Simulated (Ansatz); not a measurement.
AlHNSi₂ (SMILES [N-]1[Al]2[SiH]=[Si]12) (charge −1)

The calculation's input:

```
crystal:
  periodic: [false, false, false]
  atoms:
    - {symbol: Al, position_ang: [-1.834538, 2.231773, -0.588309]}
    - {symbol: N, position_ang: [-2.233147, 1.209374, 0.897162]}
    - {symbol: Si, position_ang: [-4.057598, 2.283311, -1.800280]}
    - {symbol: Si, position_ang: [-3.783485, 0.946545, 0.272329]}
    - {symbol: H, position_ang: [-3.719232, 1.079120, -2.704163]}
basis:
  gaussian: {orbitals: def2-TZVPD}
total_charge: -1
hamiltonian: {xc: {name: PBE0}}
output: {forces: true, orbitals: {seedname: orbitals}}
```

Launched as:

```sh
ansatz run input.yaml --threads 1 --pin off --max-ram 2610MiB --events-out events.jsonl --progress --plain --runs-dir runs
```

Geometry: B3LYP-D3(BJ)/def2-SVPD.

Computed with isolated molecule in a Gaussian basis; Kohn-Sham density functional theory, functional PBE0 in Ansatz.

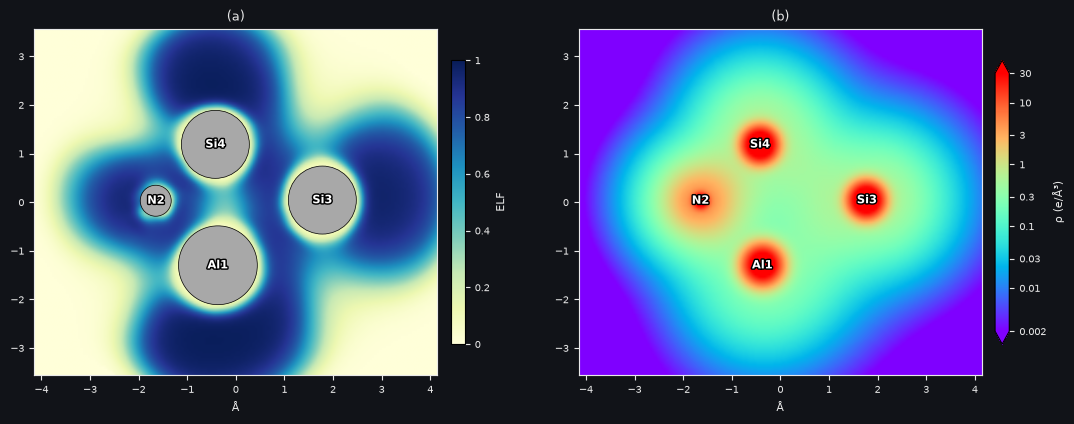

Figure 1. (a) ELF; (b) total electron density on the plane of atoms Al1, Si4 and Si3. Grey discs cover the atomic cores in the ELF map.

**Describe what can be read from this map.**

Atoms in the plane: Al, N and Si.
Si–N (1.69 Å): ρ is about 1.1 e/Å³ halfway; the ELF peaks at about 0.85 between the atoms (a polar covalent bond).
Al–N (1.85 Å): ρ is about 0.73 e/Å³ halfway; the ELF peaks at about 0.85 in the valence shell of N, 0.6 Å from its nucleus, and is about 0.60 at the midpoint.
Si–Si (2.48 Å): ρ at the midpoint is about 0.47 e/Å³; the ELF peaks at about 0.90 between the atoms, as expected for a shared electron pair.
Al–Si (2.49 Å): the density is about 0.4 e/Å³ at the midpoint, with its minimum of 0.34 e/Å³ about 0.9 Å from Al; the ELF is about 0.45 at the midpoint.
Al–Si (2.53 Å): ρ is about 0.38 e/Å³ halfway, with its minimum of 0.34 e/Å³ about 0.9 Å from Al; the ELF peaks at about 0.85 between the atoms: localised, covalent bonding.
The ELF also peaks beside N2, Si3 and Si4, away from the bonds: lone-pair regions.

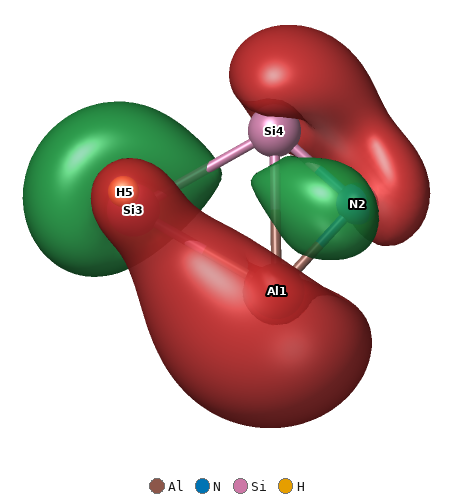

Figure 2. The HOMO−1 at ±0.08 Å⁻³ᐟ² (green and red are the two phases), seen at a tilt.

**Describe this orbital and give its energy.**

By Hirshfeld shares it lies mainly on Al1 (about 40 %), Si3 (about 30 %), Si4 (about 15 %) and N2 (about 15 %). Its energy is −1.98 eV.

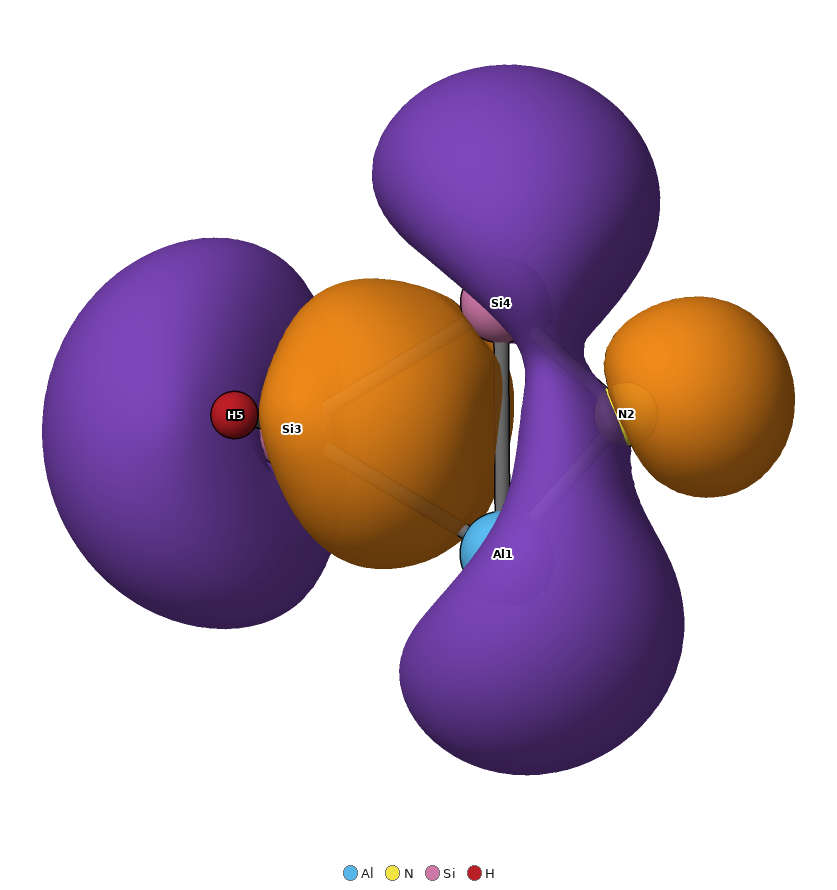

Figure 3. The HOMO at ±0.05 Å⁻³ᐟ² (orange and purple are the two phases), seen across its widest extent.

**What is the character of this orbital?**

Its weight (Hirshfeld) is mainly on Si3 (about 40 %), Si4 (about 25 %), Al1 (about 20 %) and N2 (about 15 %). Its energy is −0.72 eV.
